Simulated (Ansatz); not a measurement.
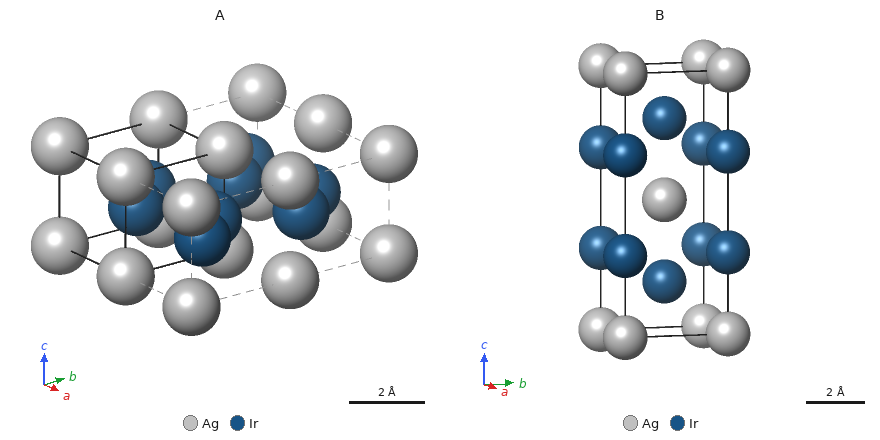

Two structures of AgIr$_{2}$, each relaxed to rest (conventional cells in solid outline, small ones repeated, not to one scale). Method: Ansatz, DFT PBE, scalar-relativistic, plane waves, PAW, without spin polarisation.

Name structures A and B.

Answer. A: AlB₂ type, P6/mmm. B: 6 atoms a cell on a body-centred orthorhombic lattice, Immm.

Which has the lower energy, and by how much?

Answer. B is lower, by 68 meV/atom at this level of theory (energies at zero smearing). Volumes: A 15.8, B 16.2 Å³/atom.

One or both may be structure types tried for this composition rather than known phases.
